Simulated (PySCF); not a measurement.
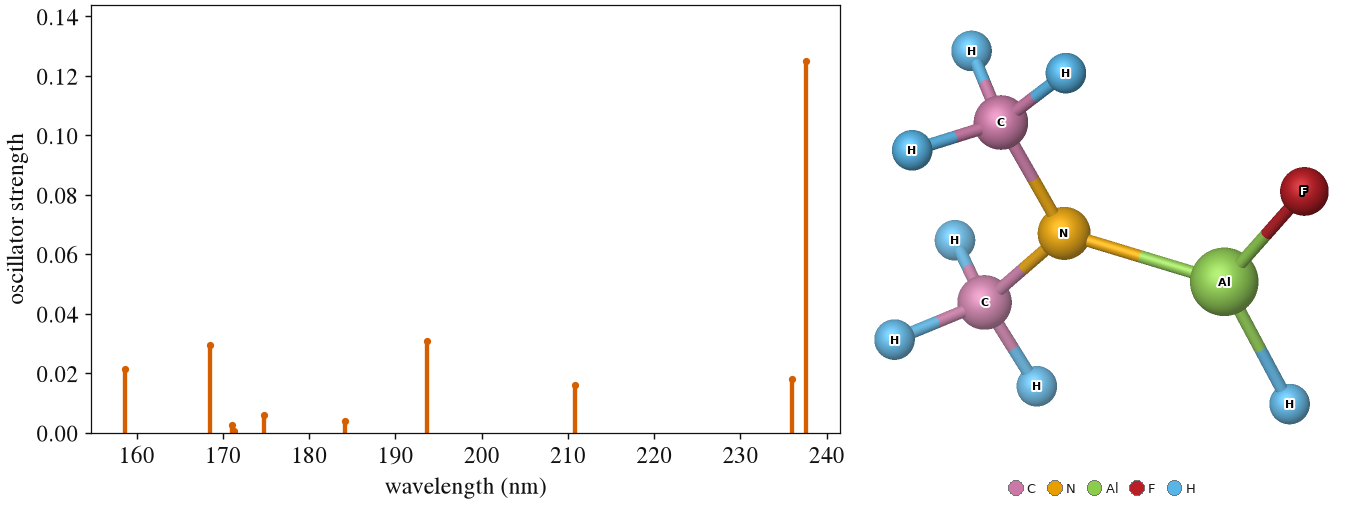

Computed absorption of C₂H₇AlFN, SMILES C[N](C)[AlH][F], singlet. Vertical TDDFT excitations, PBE0/6-31+G(d) in PySCF, at a PBE0-D3(BJ)/def2-SVP geometry (no frequency check), gas phase. The lowest 10 singlet states are shown.

> Does any vertical transition fall in the visible?

No singlet lies below 3.1 eV (beyond 400 nm), so at this level no vertical transition falls in the visible.

> List the transitions behind the spectrum.

| state | E (eV) | λ (nm) | f | main character |
| --- | --- | --- | --- | --- |
| S1 | 5.22 | 238 | 0.125 | HOMO → LUMO (97 %) |
| S2 | 5.25 | 236 | 0.018 | HOMO → LUMO+1 (96 %) |
| S3 | 5.88 | 211 | 0.016 | HOMO → LUMO+2 (98 %) |
| S4 | 6.40 | 194 | 0.031 | HOMO → LUMO+3 (86 %) |
| S5 | 6.73 | 184 | 0.004 | HOMO → LUMO+4 (82 %) |
| S6 | 7.09 | 175 | 0.006 | HOMO → LUMO+5 (98 %) |
| S7 | 7.24 | 171 | 0.001 | HOMO → LUMO+7 (91 %) |
| S8 | 7.25 | 171 | 0.003 | HOMO → LUMO+6 (94 %) |
| S9 | 7.36 | 169 | 0.029 | HOMO−1 → LUMO (97 %) |
| S10 | 7.82 | 159 | 0.021 | HOMO → LUMO+8 (66 %) |

Caveats: states above the negative HOMO energy depend on the basis; one conformer of a flexible molecule; core orbitals are frozen in the response.
